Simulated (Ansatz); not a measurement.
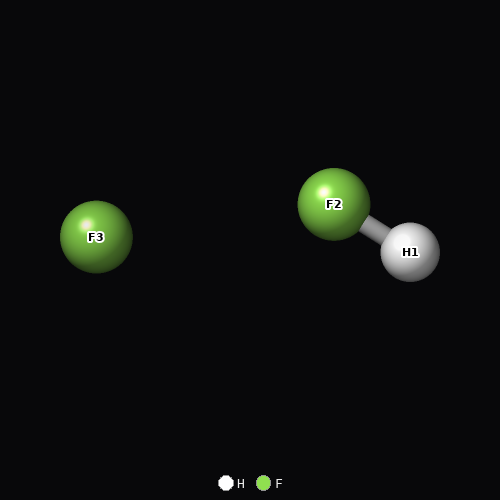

The system is H + F₂, spin multiplicity 2; the picture shows the reference structure. First axis: distance H1–F2. Second axis: distance F2–F3. Nothing is relaxed (the angle H1–F2–F3 is fixed at 140 degrees). The scan uses a 17 × 17 grid. Energies: eV, counted from the lowest grid point. In part of the range the unrestricted reference is strongly spin-contaminated. Theory: Ansatz, UKS PBE0-D4/def2-SVPD.

Its coordinates:

```
atom    x (Å)   y (Å)   z (Å)
   H  -0.9100  0.0000  0.0000
   F   0.0000  0.0000  0.0000
   F   1.8623  1.5626  0.0000
```

Range: distance H1–F2 from 0.728 to 2.328 Å; distance F2–F3 from 0.960 to 2.560 Å.

Predict the map.

Answer. The lowest grid point is at distance H1–F2 = 0.910 Å, distance F2–F3 = 2.431 Å. The highest grid point, distance H1–F2 = 0.728 Å, distance F2–F3 = 0.960 Å, lies 22.5 eV above the lowest. On the interpolated surface the lowest path from the side where the first distance is long, about distance H1–F2 = 2.33 Å, distance F2–F3 = 1.39 Å, to the side where the second distance is long, about distance H1–F2 = 0.93 Å, distance F2–F3 = 2.45 Å, has its top at about distance H1–F2 = 1.87 Å, distance F2–F3 = 1.43 Å, about 0.056 eV above the start and 4.7 eV above the end.

```
distance F2–F3 ↓, distance H1–F2 →  0.772  0.910  1.081  1.274  1.485  1.711  1.949  2.199
                             2.431    1.0    0.0    0.5    1.8    3.2    4.4    5.1    5.5
                             2.181    1.0    0.0    0.5    1.8    3.2    4.4    5.1    5.5
                             1.943    1.2    0.2    0.7    1.9    3.2    4.4    5.0    5.4
                             1.717    1.7    0.7    1.1    2.3    3.5    4.5    5.0    5.3
                             1.506    3.2    2.1    2.4    3.4    4.2    4.6    4.8    4.8
                             1.313    6.6    5.3    5.1    5.2    5.1    5.0    4.8    4.8
                             1.142   12.5   10.3    9.0    8.0    7.3    6.9    6.7    6.6
                             1.004   18.5   16.0   14.2   13.0   12.2   11.8   11.6   11.5
```

The table holds every second grid line.

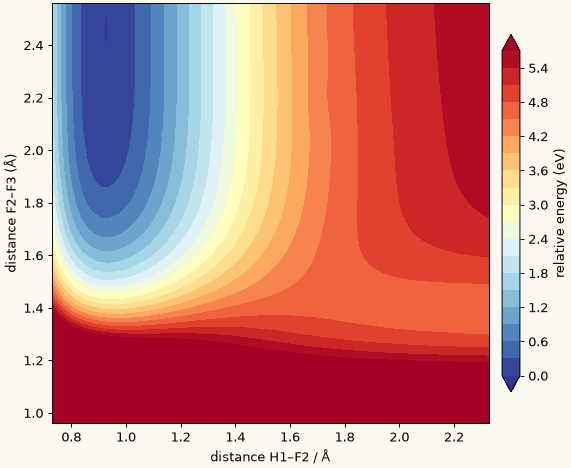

Drawn: filled contours, one colour for all values above the top of the scale. Between grid points the surface is interpolated.

Each point was launched as `ansatz run input.yaml --threads 1 --pin off --max-ram 2560MiB --backend cpu --events-out ev --progress --plain --runs-dir out`. The whole map (289 points run) took 13 min on 1 thread of Arm Neoverse V1, on a shared host.
